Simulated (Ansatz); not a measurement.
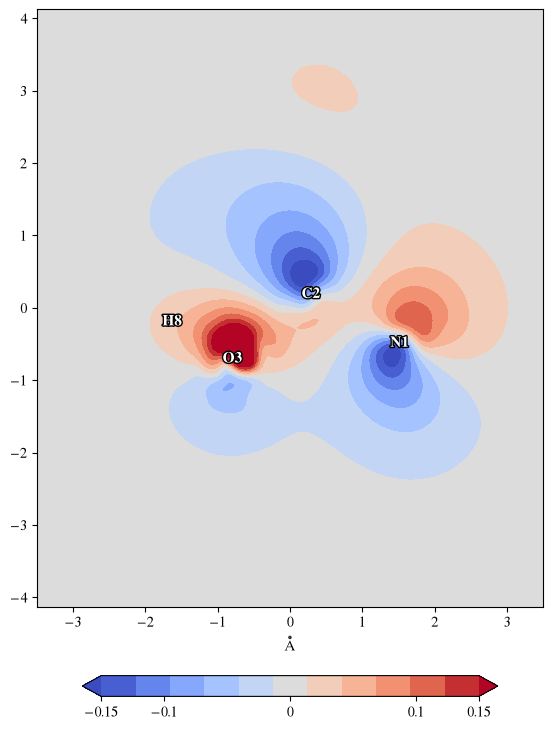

Figure. CH$_{8}$GeNOSb (SMILES N[C](O)([GeH3])[SbH2]). One frontier orbital on the plane of atoms C2, O3 and H8 (values in Å⁻³ᐟ²; the overall sign is arbitrary).

Core potentials replace the inner electrons of Sb.

Method: RKS LDA/def2-SVP in Ansatz.

Input

```
crystal:
  periodic: [false, false, false]
  atoms:
    - { symbol: "N", position_ang: [-1.4041, 0.5882, 0.7644] }
    - { symbol: C, position_ang: [-0.3841, 0.0796, -0.0693] }
    - { symbol: O, position_ang: [-0.9528, -0.3821, -1.2886] }
    - { symbol: Ge, position_ang: [0.5364, -1.3888, 0.8837] }
    - { symbol: Sb, position_ang: [1.1202, 1.6132, -0.4725] }
    - { symbol: H, position_ang: [-1.41096, 0.14313, 1.70615] }
    - { symbol: H, position_ang: [-2.35655, 0.24245, 0.35012] }
    - { symbol: H, position_ang: [-0.1171, -0.6649, -1.838] }
    - { symbol: H, position_ang: [1.0492, -0.865, 2.2691] }
    - { symbol: H, position_ang: [1.6064, -1.9852, 0.0425] }
    - { symbol: H, position_ang: [-0.6045, -2.4972, 1.1902] }
    - { symbol: H, position_ang: [1.9902, 0.6095, -1.5932] }
    - { symbol: H, position_ang: [0.0689, 2.3725, -1.7244] }
basis:
  gaussian: { orbitals: def2-SVP }
hamiltonian:
  xc: lda
relax:
  f_tol: 0.015
  max_steps: 40
output:
  orbitals: {}
```

Command:

```sh
ansatz run input.yaml --threads 2 --pin off --max-ram 3072MiB --backend cpu --events-out ev --progress --plain --runs-dir out
```

The fields are those of the relaxed geometry.

Which orbital is it: HOMO or LUMO?

The HOMO, at −5.36 eV. It lies mainly on O3 (about 35 %), Sb5 (about 30 %), C2 (about 15 %) and Ge4 (about 10 %).
